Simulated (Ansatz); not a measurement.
ClFMoO₂

The calculation's input:

```
basis:
  gaussian: {orbitals: def2-TZVPD}
crystal:
  periodic: [false, false, false]
  atoms:
    - {symbol: Cl, position_ang: [-2.797161, -0.684473, -1.765140]}
    - {symbol: F, position_ang: [-1.630798, 1.111526, 0.874287]}
    - {symbol: Mo, position_ang: [-1.895964, 1.212965, -0.939772]}
    - {symbol: O, position_ang: [-2.891831, 2.490740, -1.299485]}
    - {symbol: O, position_ang: [-0.457030, 1.512918, -1.710065]}
hamiltonian: {xc: pbe0}
output: {forces: true, orbitals: {seedname: orbitals}}
```

Launched as:

```sh
ansatz run input.yaml --threads 2 --pin off --max-ram 5220MiB --events-out events.jsonl --progress --plain --runs-dir runs
```

Geometry: PBE0-D4/def2-SVP; core potentials replace the inner electrons of Mo.

Method: isolated molecule in a Gaussian basis; Kohn-Sham density functional theory, functional PBE0 (Ansatz).

### Predict the electron density and electron localisation function between the atoms.

Mo–F (1.84 Å): ρ is about 1.2 e/Å³ halfway; the ELF peaks at about 0.80 in the valence shell of F, 0.5 Å from its nucleus, and drops to about 0.25 between the two atoms.
Mo–Cl (2.26 Å): ρ at the midpoint is about 0.76 e/Å³; the ELF peaks at about 0.80 in the valence shell of Cl, 0.8 Å from its nucleus, and is about 0.45 at the midpoint.

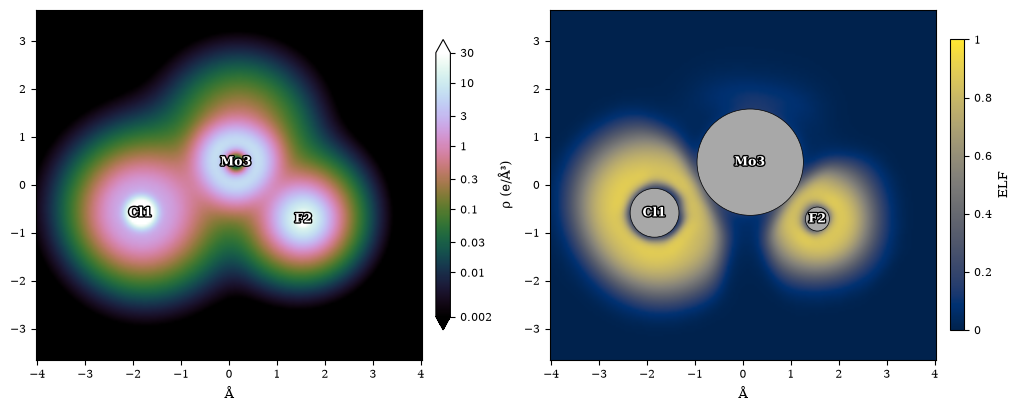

Computed electron density and electron localisation function on the plane of atoms Cl1, Mo3 and F2, in this order. Grey discs cover the atomic cores in the ELF map. 
